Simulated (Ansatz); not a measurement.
## A computed series for Pd: response to strain

Base system: Pd in the fcc (Cu type) structure (space group Fm-3m, No. 225; a = 3.8414 Å; relaxed with 0.1 eV smearing). Axes: x, y, z lie along the cube axes.

Strains are applied to the cell and any free atomic positions relax; under biaxial strain the out-of-plane vector relaxes too.

Method: DFT with LDA, PAW potentials and a 420 eV plane-wave cutoff in Ansatz (a quantum-chemistry and plane-wave program), no spin-orbit coupling.

Notes on the quantities. pressure: mean of the normal stresses, compression positive.

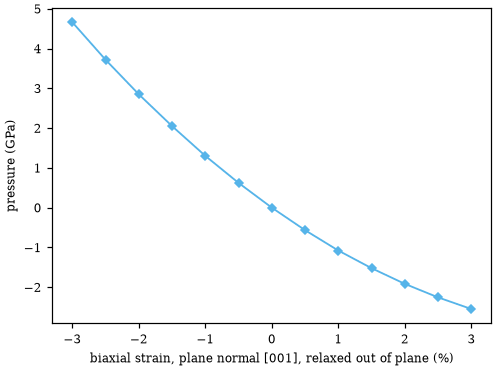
Pressure against biaxial strain, plane normal [001], relaxed out of plane

```tsv
biaxial strain, plane normal [001], relaxed out of plane (%)	pressure
-3	4.7 GPa
-2.5	3.7 GPa
-2	2.8 GPa
-1.5	2.1 GPa
-1	1.3 GPa
-0.5	0.6 GPa
0.5	-0.6 GPa
1	-1.1 GPa
1.5	-1.5 GPa
2	-1.9 GPa
2.5	-2.3 GPa
3	-2.5 GPa
```

No phonon test of stability was made. All final runs are without spin polarisation.
